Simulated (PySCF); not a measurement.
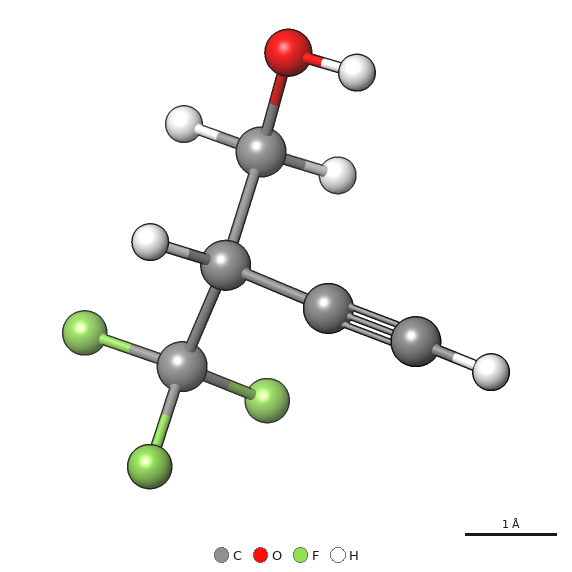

The picture shows a molecular structure as a ball-and-stick model. Multiple sticks mark multiple bonds (one Kekulé form).

The geometry was computed by an optimisation with GFN2-xTB. No frequency run is at hand to confirm it as a minimum.

Question: Which formula does it have?

Answer: C5H5F3O, 14 atoms: 5 carbon, 5 hydrogen, 3 fluorine and 1 oxygen.

Question: Write the SMILES.

Answer: C#C[C@@H](CO)C(F)(F)F

Question: Name some functional groups or characteristic bonds that it holds.

Answer: Among them: alcohol, alkyne, C–F bond.

Question: How many bonds of each kind are drawn?

Answer: 4 C–C, 4 C–H, 3 C–F, 1 C–O, 1 O–H.

More results for the same structure follow; atom numbers are the same in all pictures, views and colours differ.

### Geometry

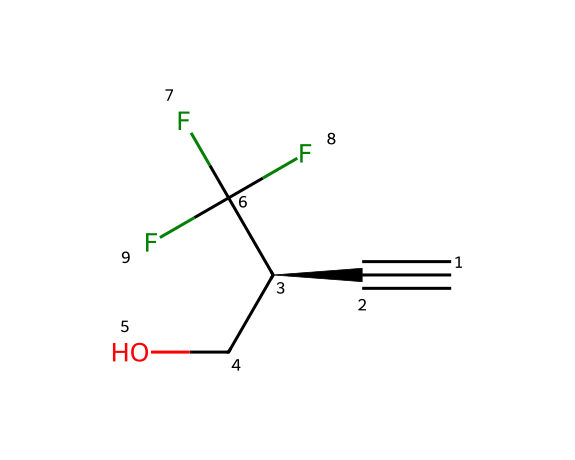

A structural formula, with wedges where it has stereocentres; small numbers name the atoms. The configuration is that of a computed structure (GFN2-xTB).

Question: Give the R/S and E/Z labels.

Answer: C3: S.

### Electronic properties

No frequency run is at hand to confirm it as a minimum. Properties computed with PBE0/pcSseg-1, gas phase (PySCF 2.14.0).

Computed properties:

- dipole moment: 1.93 D
- HOMO energy (Kohn–Sham orbital): −8.26 eV
- LUMO energy (Kohn–Sham orbital): 0.40 eV
- HOMO–LUMO gap: 8.66 eV

### Quadrupole coupling

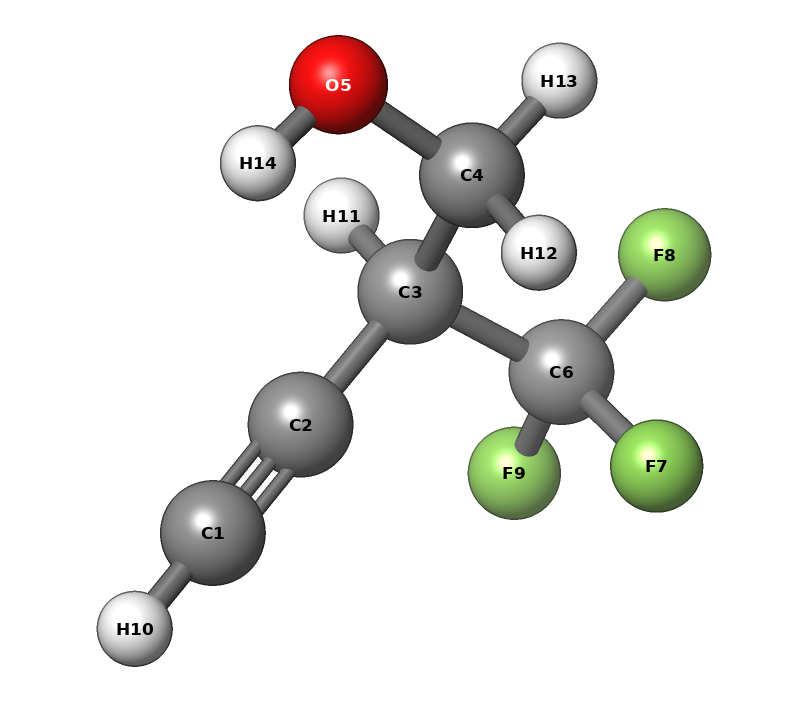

No frequency run is at hand to confirm it as a minimum. Electric field gradients from the ground-state density, PBE0/pcSseg-1 (PySCF 2.14.0), non-relativistic apart from any core potentials.

Give the largest field-gradient component, the quadrupole coupling constant and the asymmetry for 17O at O5 (Q = −25.6 mb), 2H at H10 (Q = 2.86 mb), 2H at H11 (Q = 2.86 mb).

```tsv
atom	V_zz (a.u.)	e²qQ/h (MHz)	η
O5	−1.959	11.79	0.94
H10	0.394	0.265	0.01
H11	0.286	0.192	0.03
```

### Bond orders

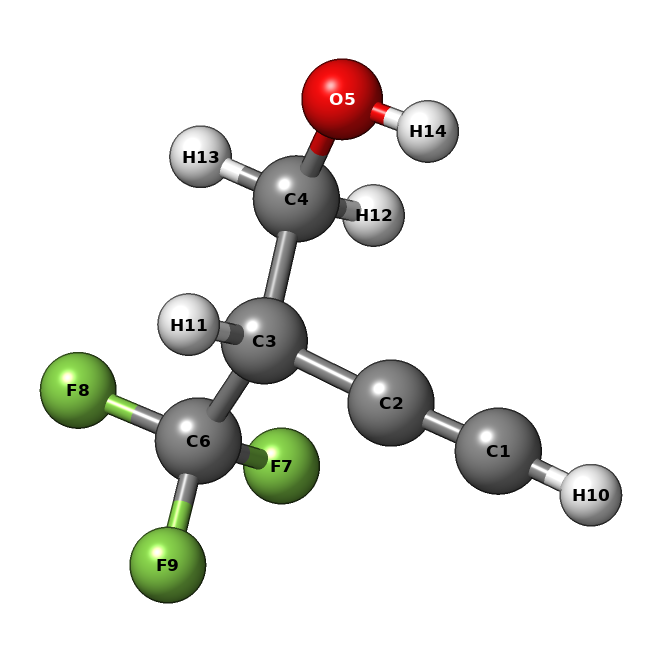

Every bond is drawn as one stick. No frequency run is at hand to confirm it as a minimum. Computed with PBE0/pcSseg-1 (PySCF 2.14.0).

Question: Which bond has the highest Mayer bond order?

Answer: C1–C2, 2.55, at a length of 1.196 Å.

List the Mayer bond orders of C1–C2, C1–H10, C2–C3, C3–C4, C3–C6, C3–H11, C4–O5, C4–H12, C4–H13, O5–H14, C6–F7, C6–F8, C6–F9.

```csv
bond,Mayer order,length (Å)
C1–C2,2.55,1.196
C1–H10,1.15,1.049
C2–C3,0.93,1.453
C3–C4,0.97,1.549
C3–C6,0.99,1.525
C3–H11,0.90,1.097
C4–O5,0.97,1.396
C4–H12,0.94,1.099
C4–H13,0.94,1.093
O5–H14,0.94,0.965
C6–F7,1.00,1.340
C6–F8,0.99,1.342
C6–F9,1.01,1.339
```
